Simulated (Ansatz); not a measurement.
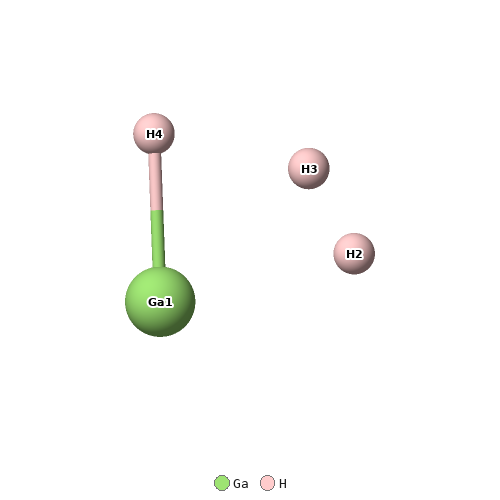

The system is the reacting system GaH3; the picture shows the reference structure. The first coordinate is: distance H2–H3 (bond that forms); the second: distance Ga1–H2 (bond that breaks). Relaxed at each point: all other coordinates. Grid: 13 × 13 points. Points are written as (first, second). Energies: kJ/mol, counted from a guessed transition structure relaxed with its forming and breaking bonds held. Energies and slopes of some neighbouring points disagree (a jump in structure or state, or too coarse a mesh). The reference is spin-restricted, so regions where a bond is pulled apart into radicals lie too high. All numbers below come from RKS r2SCAN-D4/def2-TZVP (Ansatz).

Its coordinates:

```
atom    x (Å)    y (Å)    z (Å)
  Ga  -1.0630   0.3327  -0.5181
   H   0.8284  -0.3398  -0.7677
   H   0.7385  -0.2423   0.1994
   H  -0.5039   0.2493   1.0865
```

Range: distance H2–H3 (bond that forms) from 0.666 to 2.466 Å; distance Ga1–H2 (bond that breaks) from 1.377 to 3.177 Å.

Predict the map.

Answer. The lowest grid point is at (0.747 Å, 2.633 Å), −37 kJ/mol from a guessed transition structure relaxed with its forming and breaking bonds held. Other grid points that lie below all their neighbours: (2.280 Å, 1.695 Å) (0.16 kJ/mol higher). The highest grid point, (2.466 Å, 3.177 Å), lies 224 kJ/mol above the lowest.

```csv
"second ↓, first →",0.666,0.747,0.858,0.984,1.122,1.269,1.423,1.584,1.750,1.922,2.099,2.280,2.466
3.177,−21,−35,−19,23,74,116,144,162,173,180,184,186,187
2.991,−22,−36,−20,21,69,106,130,145,153,158,160,162,163
2.810,−22,−36,−21,18,62,95,114,125,130,133,135,135,136
2.633,−22,−37,−23,14,54,81,95,102,105,106,107,107,107
2.461,−21,−37,−24,10,45,65,74,77,78,78,77,77,77
2.295,−20,−36,−25,6,34,47,51,51,50,48,47,46,46
2.134,−16,−33,−24,2,23,29,28,26,22,20,18,17,17
1.980,−9,−28,−22,1,13,12,8,2,−2,−6,−8,−8,−8
1.833,4,−17,−14,4,7,1,−8,−15,−21,−25,−27,−28,−27
1.695,24,1,0,14,9,−2,−14,−23,−30,−34,−36,−37,−37
1.569,55,29,25,36,24,8,−6,−17,−24,−28,−30,−31,−31
1.458,99,71,63,72,54,34,19,7,−1,−5,−7,−8,−8
1.377,146,116,105,113,91,70,53,41,33,28,26,25,25
```

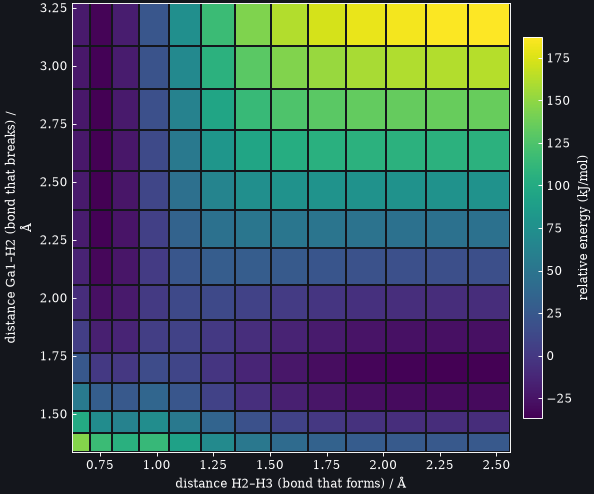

Drawn: one coloured cell a grid point.

Each point was launched as `ansatz run input.yaml --threads 1 --pin off --max-ram 2560MiB --backend cpu --events-out ev --progress --plain --runs-dir out`. The whole map (169 points run) took 13 min on 1 thread of Arm Neoverse V1, on a shared host.
